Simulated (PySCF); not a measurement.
# Al₂−: bond curves at several levels of theory

Aim: find the lowest electronic state of Al₂−, scan its bond at several levels of theory, and get bond length, wavenumber and dissociation energy from each curve.

Program: PySCF 2.14.0. Level of theory: Al def2-TZVPPD, no relativity. These are calculated values, not measurements.

7 further runs of the same task are left out: 7 set aside as unsound or not needed.

### 1 Input

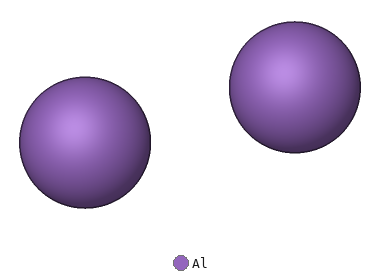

The two atoms at the starting distance (aluminium purple).

A driver script around PySCF takes these settings:

| Quantity | Value |
| --- | --- |
| atoms | Al, Al |
| charge | -1 |
| basis | Al def2-TZVPPD |
| Hamiltonian | no relativity |
| basis functions | 96 |
| electrons treated | 27 |
| masses in u | 26.9815, 26.9815 |
| levels | PBE0, PBE, r²SCAN, TPSS, B97-3, HSE06, MP2, CCSD, CCSD(T) |
| grid | 80 radial by 434 angular points |
| occupations | held fixed by the projection of orbital angular momentum |
| dissociation limit | Al + Al−, each in its ground configuration |
| starting distance in angstrom | 2.490 |
| values of 2S to try | 1, 3 |

Started as:

```console
$ OMP_NUM_THREADS=2 python dia.py task.json out
```

The job searches for the state first and then visits each distance with every level. Its results follow level by level.

### 2 The PBE0 curve of the state that the search chose

State followed: ⁴Σg⁻ (quartet), unpaired electrons σ ↑, π ↑↑. The scan is laid around 2.551 Å.

Log of the SCF at 2.551 Å:

```text
******** <class 'pyscf.dft.uks_symm.SymAdaptedUKS'> ********
method = SymAdaptedUKS
initial guess = minao
damping factor = 0
level_shift factor = 0
DIIS = <class 'pyscf.scf.diis.CDIIS'>
diis_start_cycle = 1
diis_space = 10
diis_damp = 0
SCF conv_tol = 1e-09
SCF conv_tol_grad = None
SCF max_cycles = 60
direct_scf = False
max_memory 4900 MB (current use 772 MB)
number electrons alpha = 15  beta = 12
XC library pyscf.dft.libxc version 7.0.0
    S. Lehtola, C. Steigemann, M. J.T. Oliveira, and M. A.L. Marques.,  SoftwareX 7, 1–5 (2018)
XC functionals = PBE0
    C. Adamo and V. Barone.,  J. Chem. Phys. 110, 6158 (1999)
    M. Ernzerhof and G. E. Scuseria.,  J. Chem. Phys. 110, 5029 (1999)
small_rho_cutoff = 0
Overwritten attributes  get_hcore get_k get_occ get_j get_jk  of <class 'pyscf.dft.uks_symm.SymAdaptedUKS'>
<class 'pyscf.dft.uks_symm.SymAdaptedUKS'> does not have attributes  refdm
Set gradient conv threshold to 3.16228e-05
init E= -484.6070919068
cycle= 1 E= -484.608517275872  delta_E= -0.00143  |g|= 0.00393  |ddm|= 0.053
cycle= 2 E= -484.608523877571  delta_E= -6.6e-06  |g|= 0.00382  |ddm|= 0.0109
cycle= 3 E= -484.608535065304  delta_E= -1.12e-05  |g|= 0.000421  |ddm|= 0.00575
cycle= 4 E= -484.608535117321  delta_E= -5.2e-08  |g|= 0.000183  |ddm|= 0.000774
cycle= 5 E= -484.608535136199  delta_E= -1.89e-08  |g|= 8.55e-05  |ddm|= 0.000544
cycle= 6 E= -484.608535145891  delta_E= -9.69e-09  |g|= 2.24e-05  |ddm|= 0.000219
cycle= 7 E= -484.608535146736  delta_E= -8.45e-10  |g|= 2.33e-06  |ddm|= 0.000103
Extra cycle  E= -484.608535146752  delta_E= -1.61e-11  |g|= 1.14e-06  |ddm|= 1.4e-05
converged SCF energy = -484.608535146752  <S^2> = 3.7520069  2S+1 = 4.0010033
```

The curve and what changes along it:

| R (Å) | E (eV) | Mayer bond order | ⟨S²⟩ | HOMO (eV) | LUMO (eV) |
| --- | --- | --- | --- | --- | --- |
| 2.1939 | 0.5311 | 1.63 | 3.75 | 0.26 | 2.39 |
| 2.2959 | 0.2359 | 1.63 | 3.75 | 0.20 | 2.44 |
| 2.3979 | 0.0730 | 1.63 | 3.75 | 0.14 | 2.48 |
| 2.4745 | 0.0155 | 1.63 | 3.75 | 0.11 | 2.48 |
| 2.5510 | 0.0000 | 1.64 | 3.75 | 0.08 | 2.46 |
| 2.6275 | 0.0169 | 1.64 | 3.75 | 0.09 | 2.45 |
| 2.7296 | 0.0768 | 1.64 | 3.75 | 0.16 | 2.44 |
| 2.8571 | 0.1924 | 1.64 | 3.75 | 0.23 | 2.43 |
| 3.0102 | 0.3661 | 1.64 | 3.75 | 0.30 | 2.42 |
| 3.2143 | 0.6226 | 1.63 | 3.75 | 0.38 | 2.41 |

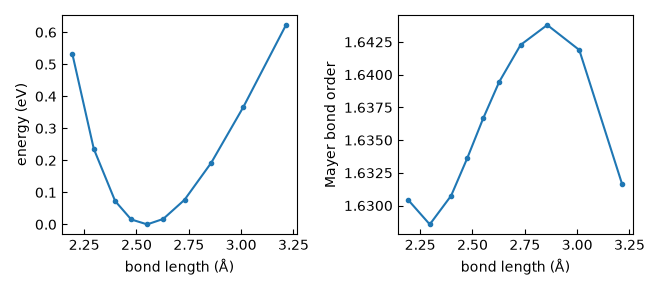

PBE0 along the bond.

Constants from the curve: Re = 2.546 Å, ωe = 336 cm⁻¹, ωexe = 1.56 cm⁻¹, αe = 0.00129 cm⁻¹, Be = 0.1928 cm⁻¹, De = 2.79 eV.

Orbitals nearest the gap at 2.551 Å:

```
spin  orbital  ε (eV)  filled                made of
   α       σg   -6.03     yes          s 90 %, p 9 %
   β       σg   -4.36     yes                 s 95 %
   α       σu   -2.84     yes                 s 95 %
   β       σu   -1.62     yes         s 88 %, p 12 %
   α       πu    0.03     yes                 p 97 %
   α       πu    0.03     yes                 p 97 %
   α       σg    0.08     yes         p 80 %, s 17 %
   β       σg    2.46      no  p 69 %, s 23 %, d 8 %
   β       πu    2.53      no                p 101 %
   α       πg    3.06      no         p 51 %, d 49 %
   α       πg    3.06      no         p 51 %, d 49 %
```

Polarisability there: 301.5 bohr³ along the bond, 144.6 across it.

### 3 Fields at the reference distance

Orbitals, density, ELF and potential are computed afterwards from the orbital file.

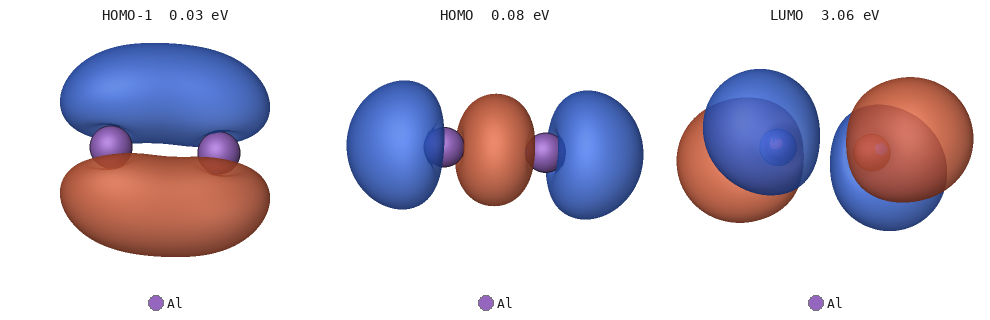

PBE0 orbitals (alpha spin) near the gap, drawn at the value that encloses 70 % of each; the two colours are the two signs.

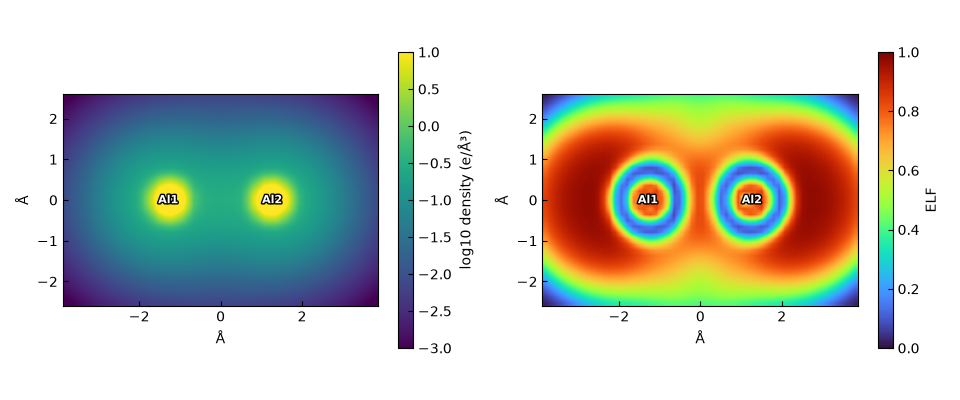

Density (left) and ELF (right) in a plane through or near 2 of the atoms.

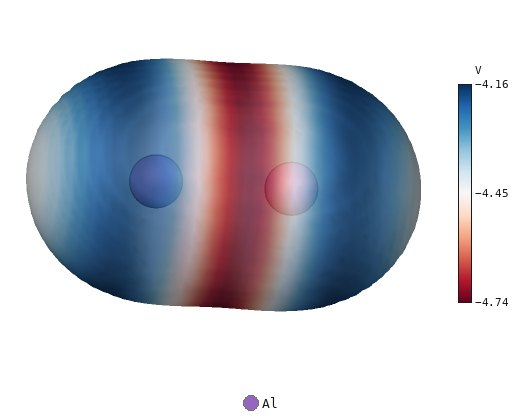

Electrostatic potential on the surface of density 0.002 e/bohr³; red is low, blue high. It runs from -4.74 to -4.16 V.

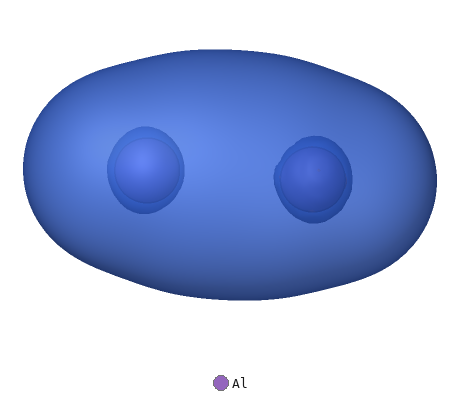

Spin density at ±0.02 e/Å³ (alpha excess blue, beta excess red).

### 4 PBE (GGA)

Output of the SCF at 2.551 Å:

```text
[... 13 set-up lines left out, the same as in an earlier log ...]
max_memory 4900 MB (current use 846 MB)
[... 3 set-up lines left out, the same as in an earlier log ...]
XC functionals = PBE
    J. P. Perdew, K. Burke, and M. Ernzerhof.,  Phys. Rev. Lett. 77, 3865 (1996)
    J. P. Perdew, K. Burke, and M. Ernzerhof.,  Phys. Rev. Lett. 78, 1396 (1997)
    J. P. Perdew, K. Burke, and M. Ernzerhof.,  Phys. Rev. Lett. 77, 3865 (1996)
    J. P. Perdew, K. Burke, and M. Ernzerhof.,  Phys. Rev. Lett. 78, 1396 (1997)
[... 2 set-up lines left out, the same as in an earlier log ...]
init E= -484.568065312422
cycle= 1 E= -484.569638954366  delta_E= -0.00157  |g|= 0.0105  |ddm|= 0.138
cycle= 2 E= -484.569657758766  delta_E= -1.88e-05  |g|= 0.0065  |ddm|= 0.0263
cycle= 3 E= -484.56966329608  delta_E= -5.54e-06  |g|= 0.000626  |ddm|= 0.00369
cycle= 4 E= -484.569663518022  delta_E= -2.22e-07  |g|= 0.000596  |ddm|= 0.00341
cycle= 5 E= -484.569663876439  delta_E= -3.58e-07  |g|= 6.13e-05  |ddm|= 0.0015
cycle= 6 E= -484.569663865076  delta_E= 1.14e-08  |g|= 0.000105  |ddm|= 0.000461
cycle= 7 E= -484.569663879958  delta_E= -1.49e-08  |g|= 3.6e-05  |ddm|= 0.000261
cycle= 8 E= -484.569663881794  delta_E= -1.84e-09  |g|= 7.16e-07  |ddm|= 9.86e-05
cycle= 9 E= -484.569663881796  delta_E= -1.71e-12  |g|= 2.21e-07  |ddm|= 4.45e-06
Extra cycle  E= -484.569663881796  delta_E= -3.41e-13  |g|= 2.89e-07  |ddm|= 7.96e-07
converged SCF energy = -484.569663881796  <S^2> = 3.7509217  2S+1 = 4.0004608
```

Re = 2.568 Å, ωe = 320 cm⁻¹, ωexe = 1.68 cm⁻¹, αe = 0.00138 cm⁻¹, Be = 0.1895 cm⁻¹, De = 2.92 eV.

### 5 r²SCAN (meta-GGA)

Log of the SCF at 2.551 Å:

```text
[... 17 set-up lines left out, the same as in an earlier log ...]
XC functionals = R2SCAN
    J. W. Furness, A. D. Kaplan, J. Ning, J. P. Perdew, and J. Sun.,  J. Phys. Chem. Lett. 11, 8208-8215 (2020)
    J. W. Furness, A. D. Kaplan, J. Ning, J. P. Perdew, and J. Sun.,  J. Phys. Chem. Lett. 11, 9248-9248 (2020)
    J. W. Furness, A. D. Kaplan, J. Ning, J. P. Perdew, and J. Sun.,  J. Phys. Chem. Lett. 11, 8208-8215 (2020)
    J. W. Furness, A. D. Kaplan, J. Ning, J. P. Perdew, and J. Sun.,  J. Phys. Chem. Lett. 11, 9248-9248 (2020)
[... 2 set-up lines left out, the same as in an earlier log ...]
init E= -484.778487274626
cycle= 1 E= -484.779097418302  delta_E= -0.00061  |g|= 0.0087  |ddm|= 0.165
cycle= 2 E= -484.779104769344  delta_E= -7.35e-06  |g|= 0.00485  |ddm|= 0.0177
cycle= 3 E= -484.779114811899  delta_E= -1e-05  |g|= 0.00151  |ddm|= 0.00865
cycle= 4 E= -484.77911671989  delta_E= -1.91e-06  |g|= 0.000269  |ddm|= 0.0028
cycle= 5 E= -484.779116825178  delta_E= -1.05e-07  |g|= 7.22e-05  |ddm|= 0.00269
cycle= 6 E= -484.779116829997  delta_E= -4.82e-09  |g|= 4.57e-05  |ddm|= 0.00114
cycle= 7 E= -484.779116832061  delta_E= -2.06e-09  |g|= 2.87e-05  |ddm|= 0.000298
cycle= 8 E= -484.779116833387  delta_E= -1.33e-09  |g|= 2.49e-06  |ddm|= 0.000363
cycle= 9 E= -484.779116833414  delta_E= -2.67e-11  |g|= 4.83e-07  |ddm|= 0.000237
Extra cycle  E= -484.779116833414  delta_E= -3.41e-13  |g|= 3.82e-07  |ddm|= 1.52e-05
converged SCF energy = -484.779116833414  <S^2> = 3.7521407  2S+1 = 4.0010702
```

Re = 2.549 Å, ωe = 334 cm⁻¹, ωexe = 1.69 cm⁻¹, αe = 0.00133 cm⁻¹, Be = 0.1922 cm⁻¹, De = 2.90 eV. 26 s of CPU time for 12 points, integrals apart.

### 6 TPSS (meta-GGA)

Log of the SCF at 2.551 Å:

```text
[... 13 set-up lines left out, the same as in an earlier log ...]
max_memory 4900 MB (current use 847 MB)
[... 3 set-up lines left out, the same as in an earlier log ...]
XC functionals = TPSS
    J. Tao, J. P. Perdew, V. N. Staroverov, and G. E. Scuseria.,  Phys. Rev. Lett. 91, 146401 (2003)
    J. P. Perdew, J. Tao, V. N. Staroverov, and G. E. Scuseria.,  J. Chem. Phys. 120, 6898 (2004)
    J. Tao, J. P. Perdew, V. N. Staroverov, and G. E. Scuseria.,  Phys. Rev. Lett. 91, 146401 (2003)
    J. P. Perdew, J. Tao, V. N. Staroverov, and G. E. Scuseria.,  J. Chem. Phys. 120, 6898 (2004)
[... 2 set-up lines left out, the same as in an earlier log ...]
init E= -484.868898565457
cycle= 1 E= -484.869742722726  delta_E= -0.000844  |g|= 0.00531  |ddm|= 0.173
cycle= 2 E= -484.869750042126  delta_E= -7.32e-06  |g|= 0.00619  |ddm|= 0.0404
cycle= 3 E= -484.869784313873  delta_E= -3.43e-05  |g|= 0.000582  |ddm|= 0.0127
cycle= 4 E= -484.869785114514  delta_E= -8.01e-07  |g|= 0.000118  |ddm|= 0.00455
cycle= 5 E= -484.86978513911  delta_E= -2.46e-08  |g|= 6.77e-05  |ddm|= 0.00102
cycle= 6 E= -484.869785133748  delta_E= 5.36e-09  |g|= 8.91e-05  |ddm|= 0.000307
cycle= 7 E= -484.869785145948  delta_E= -1.22e-08  |g|= 6.51e-06  |ddm|= 0.000193
cycle= 8 E= -484.869785145986  delta_E= -3.75e-11  |g|= 1.75e-06  |ddm|= 2.92e-05
Extra cycle  E= -484.869785145985  delta_E= 7.96e-13  |g|= 1.83e-06  |ddm|= 5.28e-06
converged SCF energy = -484.869785145985  <S^2> = 3.7516645  2S+1 = 4.0008321
```

Re = 2.556 Å, ωe = 328 cm⁻¹, ωexe = 1.71 cm⁻¹, αe = 0.00136 cm⁻¹, Be = 0.1913 cm⁻¹, De = 2.80 eV.

### 7 B97-3

The SCF at the reference distance, 2.551 Å, printed:

```text
[... 17 set-up lines left out, the same as in an earlier log ...]
XC functionals = HYB_GGA_XC_B97_3
    T. W. Keal and D. J. Tozer.,  J. Chem. Phys. 123, 121103 (2005)
[... 2 set-up lines left out, the same as in an earlier log ...]
init E= -484.774060165484
cycle= 1 E= -484.775127986222  delta_E= -0.00107  |g|= 0.0057  |ddm|= 0.583
cycle= 2 E= -484.775177749395  delta_E= -4.98e-05  |g|= 0.00302  |ddm|= 0.221
cycle= 3 E= -484.775186888229  delta_E= -9.14e-06  |g|= 0.0013  |ddm|= 0.0147
cycle= 4 E= -484.775188329604  delta_E= -1.44e-06  |g|= 0.00015  |ddm|= 0.0127
cycle= 5 E= -484.775188376872  delta_E= -4.73e-08  |g|= 3.87e-05  |ddm|= 0.00469
cycle= 6 E= -484.775188380051  delta_E= -3.18e-09  |g|= 9.3e-06  |ddm|= 0.000236
cycle= 7 E= -484.775188380119  delta_E= -6.78e-11  |g|= 6.31e-06  |ddm|= 9.57e-05
Extra cycle  E= -484.775188380011  delta_E= 1.08e-10  |g|= 1.11e-05  |ddm|= 4.91e-05
converged SCF energy = -484.775188380011  <S^2> = 3.7557516  2S+1 = 4.0028748
```

Re = 2.552 Å, ωe = 332 cm⁻¹, ωexe = 1.60 cm⁻¹, αe = 0.00131 cm⁻¹, Be = 0.1918 cm⁻¹, De = 2.68 eV. 19 s of CPU time for 12 points, integrals apart.

### 8 HSE06

Output of the SCF at 2.551 Å:

```text
[... 13 set-up lines left out, the same as in an earlier log ...]
max_memory 4900 MB (current use 848 MB)
[... 3 set-up lines left out, the same as in an earlier log ...]
XC functionals = HSE06
    J. Heyd, G. E. Scuseria, and M. Ernzerhof.,  J. Chem. Phys. 118, 8207 (2003)
    J. Heyd, G. E. Scuseria, and M. Ernzerhof.,  J. Chem. Phys. 124, 219906 (2006)
    A. V. Krukau, O. A. Vydrov, A. F. Izmaylov, and G. E. Scuseria.,  J. Chem. Phys. 125, 224106 (2006)
[... 2 set-up lines left out, the same as in an earlier log ...]
init E= -484.638210852233
cycle= 1 E= -484.638254277801  delta_E= -4.34e-05  |g|= 0.002  |ddm|= 0.0737
cycle= 2 E= -484.638255232693  delta_E= -9.55e-07  |g|= 0.000977  |ddm|= 0.00894
cycle= 3 E= -484.638255487424  delta_E= -2.55e-07  |g|= 0.000157  |ddm|= 0.00127
cycle= 4 E= -484.638255510663  delta_E= -2.32e-08  |g|= 9.63e-05  |ddm|= 0.000789
cycle= 5 E= -484.638255520029  delta_E= -9.37e-09  |g|= 1.32e-05  |ddm|= 0.000316
cycle= 6 E= -484.63825551983  delta_E= 1.99e-10  |g|= 1.77e-05  |ddm|= 7.1e-05
Extra cycle  E= -484.638255517577  delta_E= 2.25e-09  |g|= 4.25e-05  |ddm|= 0.000119
converged SCF energy = -484.638255517577  <S^2> = 3.7516392  2S+1 = 4.0008195
```

Re = 2.549 Å, ωe = 333 cm⁻¹, ωexe = 1.59 cm⁻¹, αe = 0.00131 cm⁻¹, Be = 0.1923 cm⁻¹, De = 2.80 eV. 26 s of CPU time for 12 points, integrals apart.

### 9 Correlated methods on the Hartree–Fock reference

Reference: UHF; core orbitals frozen: 10.

Log of the coupled-cluster run at 2.551 Å:

```text
******** <class 'pyscf.cc.uccsd.UCCSD'> ********
CC2 = 0
CCSD nocc = (np.int64(5), np.int64(2)), nmo = (86, 86)
frozen orbitals [[0, 1, 2, 3, 4, 5, 6, 7, 8, 9], [0, 1, 2, 3, 4, 5, 6, 7, 8, 9]]
max_cycle = 80
direct = 0
conv_tol = 1e-07
conv_tol_normt = 1e-05
diis_space = 8
diis_start_cycle = 0
diis_start_energy_diff = 1e+09
max_memory 4900 MB (current use 1187 MB)
Init t2, MP2 energy = -0.115921238089166
Init E_corr(UCCSD) = -0.115921238098054
cycle = 1  E_corr(UCCSD) = -0.131862122985556  dE = -0.0159408849  norm(t1,t2) = 0.0840924
cycle = 2  E_corr(UCCSD) = -0.136691658516807  dE = -0.00482953553  norm(t1,t2) = 0.0342197
cycle = 3  E_corr(UCCSD) = -0.139694605276529  dE = -0.00300294676  norm(t1,t2) = 0.0184867
cycle = 4  E_corr(UCCSD) = -0.139930404168639  dE = -0.000235798892  norm(t1,t2) = 0.00524914
cycle = 5  E_corr(UCCSD) = -0.139849598422623  dE = 8.0805746e-05  norm(t1,t2) = 0.00284928
cycle = 6  E_corr(UCCSD) = -0.139864901303502  dE = -1.53028809e-05  norm(t1,t2) = 0.000869234
cycle = 7  E_corr(UCCSD) = -0.13986813823494  dE = -3.23693144e-06  norm(t1,t2) = 0.000309913
cycle = 8  E_corr(UCCSD) = -0.139866312267136  dE = 1.8259678e-06  norm(t1,t2) = 0.000120502
cycle = 9  E_corr(UCCSD) = -0.13986725627136  dE = -9.44004225e-07  norm(t1,t2) = 3.95856e-05
cycle = 10  E_corr(UCCSD) = -0.139867066521665  dE = 1.89749696e-07  norm(t1,t2) = 1.64815e-05
cycle = 11  E_corr(UCCSD) = -0.13986702319859  dE = 4.33230749e-08  norm(t1,t2) = 6.68148e-06
UCCSD converged
E(UCCSD) = -483.9458755297327  E_corr = -0.1398670231985897
UCCSD(T) correction = -0.0103705118563307
```

Correlation energy (eV) along the bond:

| R (Å) | MP2 | CCSD | CCSD(T) | T1 |
| --- | --- | --- | --- | --- |
| 2.194 | -3.221 | n/a | n/a | n/a |
| 2.296 | -3.203 | -3.835 | -4.112 | 0.024 |
| 2.398 | -3.184 | -3.823 | -4.102 | 0.025 |
| 2.474 | -3.169 | -3.814 | -4.095 | 0.026 |
| 2.551 | -3.154 | -3.806 | -4.088 | 0.027 |
| 2.627 | -3.140 | -3.799 | -4.083 | 0.028 |
| 2.730 | -3.122 | -3.790 | -4.077 | 0.029 |
| 2.857 | -3.103 | -3.783 | -4.074 | 0.030 |
| 3.010 | -3.086 | -3.781 | -4.079 | 0.031 |
| 3.214 | -3.076 | n/a | n/a | n/a |

UHF-MP2: Re = 2.530 Å, ωe = 357 cm⁻¹, ωexe = 1.56 cm⁻¹, αe = 0.00120 cm⁻¹, Be = 0.1952 cm⁻¹, De = 2.72 eV.

UHF-CCSD: Re = 2.544 Å, ωe = 346 cm⁻¹, ωexe = 1.57 cm⁻¹, αe = 0.00124 cm⁻¹, Be = 0.1930 cm⁻¹, De = 2.52 eV.

UHF-CCSD(T): Re = 2.548 Å, ωe = 343 cm⁻¹, ωexe = 1.65 cm⁻¹, αe = 0.00127 cm⁻¹, Be = 0.1925 cm⁻¹, De = 2.70 eV.

### 10 The curves together

Energy (eV) from each level's lowest point:

```csv
R (Å),UHF-MP2,UHF-CCSD,UHF-CCSD(T),PBE,TPSS,r²SCAN,PBE0,B97-3,HSE06
2.194,0.528,n/a,n/a,0.563,0.546,0.542,0.531,0.546,0.533
2.296,0.225,0.245,0.250,0.261,0.247,0.243,0.236,0.246,0.238
2.398,0.063,0.075,0.078,0.089,0.080,0.076,0.073,0.079,0.075
2.474,0.009,0.016,0.017,0.024,0.019,0.017,0.015,0.018,0.017
2.551,0.000,0.000,0.000,0.000,0.000,0.000,0.000,0.000,0.000
2.627,0.026,0.019,0.017,0.008,0.013,0.015,0.017,0.014,0.016
2.730,0.099,0.083,0.078,0.054,0.066,0.073,0.077,0.070,0.073
2.857,0.235,0.206,0.197,0.152,0.171,0.185,0.192,0.181,0.185
3.010,0.434,0.390,0.374,0.302,0.331,0.353,0.366,0.349,0.354
3.214,0.722,n/a,n/a,0.525,0.565,0.598,0.623,0.595,0.604
```

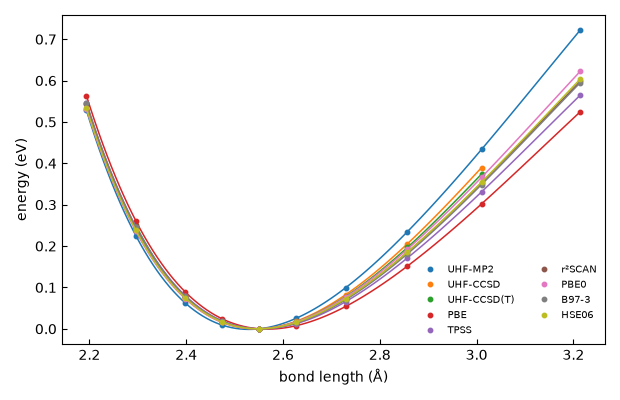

Curves of the followed state at each level, each from its own lowest point. Far from equilibrium a single determinant need not separate into the right atoms, and MP2 on it can jump.

The whole job (state search and all levels along the bond) took 5.1 min on 2 threads of Arm Neoverse V2 (shared host), peak memory 4 GiB.

### 11 Results

Lowest PBE0 solution found, without spin–orbit coupling: ⁴Σg⁻ (quartet), unpaired electrons σ ↑, π ↑↑.

| level | Re (Å) | ωe (cm⁻¹) | De (eV) |
| --- | --- | --- | --- |
| UHF-MP2 | 2.530 | 357 | 2.72 |
| UHF-CCSD | 2.544 | 346 | 2.52 |
| UHF-CCSD(T) | 2.548 | 343 | 2.70 |
| PBE | 2.568 | 320 | 2.92 |
| TPSS | 2.556 | 328 | 2.80 |
| r²SCAN | 2.549 | 334 | 2.90 |
| PBE0 | 2.546 | 336 | 2.79 |
| B97-3 | 2.552 | 332 | 2.68 |
| HSE06 | 2.549 | 333 | 2.80 |

De is counted to Al + Al− in their ground configurations.

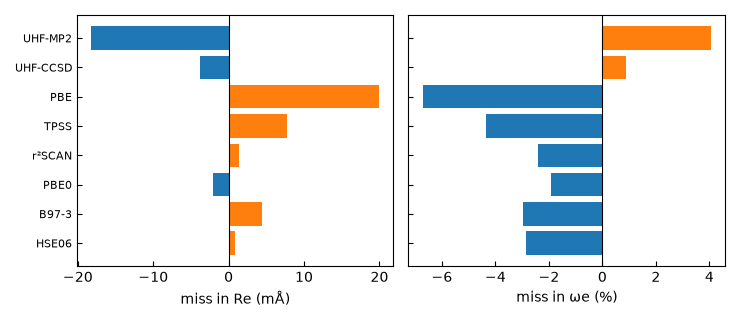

How far each level lies from CCSD(T) in the same basis.

Time per point (s) on 2 threads of Arm Neoverse V2, shared host (CPU time, shared integrals of 0.29 s apart; correlated levels include their reference; CCSD comes with the CCSD(T) run); the times are rough: UHF-MP2 2, PBE 1.4, TPSS 2.2, r²SCAN 2.1, PBE0 2.7, B97-3 1.6, HSE06 2.2; the reference 27.

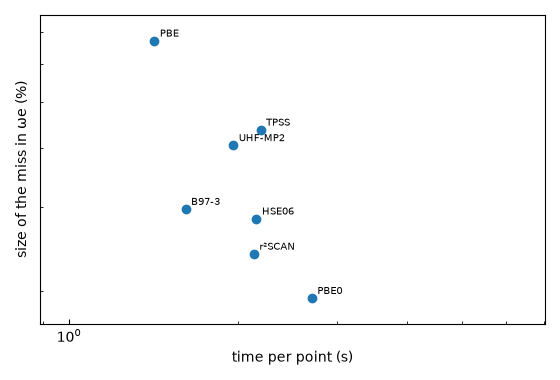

What each level's time buys in the wavenumber.

The cheapest levels within 13 mÅ and 2.5 % of CCSD(T): PBE0 (2.7 s), r²SCAN (2.1 s). The dearest run takes 27 s.

Against CCSD(T) in the same basis, the bond length is nearest at r²SCAN and HSE06 (+1 mÅ) and farthest at PBE (+20 mÅ); the wavenumber is nearest at UHF-CCSD (+0.9 %) and farthest at PBE (-6.7 %). PBE gives a bond that is too long and too soft, as GGAs tend to. Of the levels with a De here, UHF-CCSD gives the least (2.52 eV) and PBE the most (2.92 eV).

Correlated steps freeze 10 core orbitals. With some functionals the highest level of the anion is positive, from self-interaction error or because the anion is truly unbound there; the finite basis then holds the extra electron, and no neutral molecule was run to test the binding.
